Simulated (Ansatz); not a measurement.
Input

```
crystal:
  periodic: [false, false, false]
  atoms:
    - {symbol: F, position_ang: [-1.286621, 0.498739, -1.249132]}
    - {symbol: Nb, position_ang: [0.006898, -0.010623, -0.007560]}
    - {symbol: F, position_ang: [0.077207, -1.675911, -0.764802]}
    - {symbol: F, position_ang: [1.110749, 1.318514, -0.612889]}
    - {symbol: F, position_ang: [-1.167780, 0.325766, 1.355653]}
    - {symbol: F, position_ang: [1.301546, -0.520486, 1.232629]}
basis:
  gaussian: {orbitals: def2-TZVPP}
hamiltonian: {xc: pbe0, dispersion: d4}
output: {orbitals: {seedname: orbitals}}
```

Command:

```sh
ansatz run in.yaml --threads 4 --pin off --events-out ev --progress --plain --max-ram 10444MiB
```

Geometry: PBE0-D4/def2-TZVP; core potentials replace the inner electrons of Nb.

Theory: RKS PBE0-D4/def2-TZVPP in Ansatz 0.2.0.

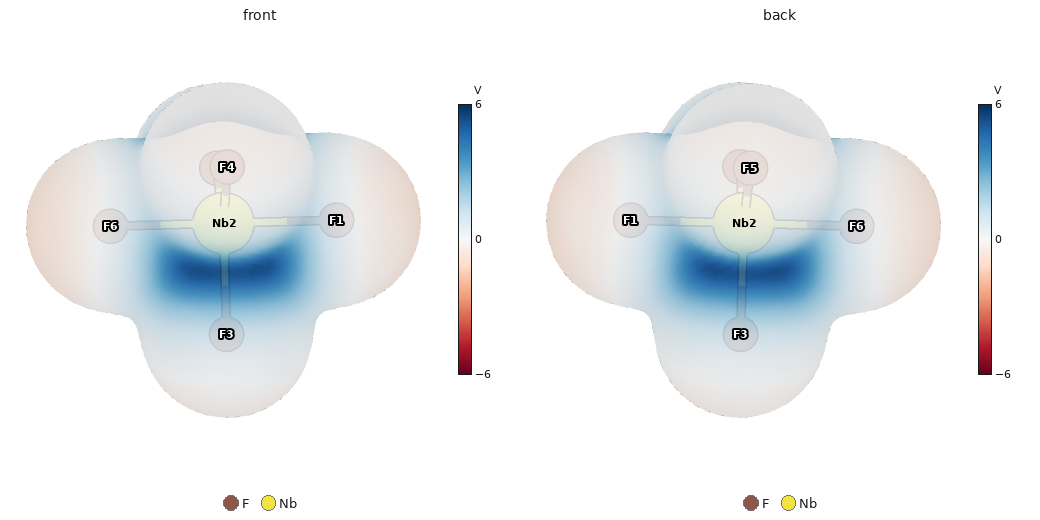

F5Nb (SMILES [F][Nb]([F])([F])([F])[F]). The electrostatic potential painted on the density surface at 0.004 e/bohr³, seen from the front and from behind; the colour scale runs from red (negative) to blue (positive).

**Where is the surface potential most negative and most positive?**

The most negative region (about −0.7 V) lies over F1 and F6, the most positive (about +5.3 V) over Nb2.
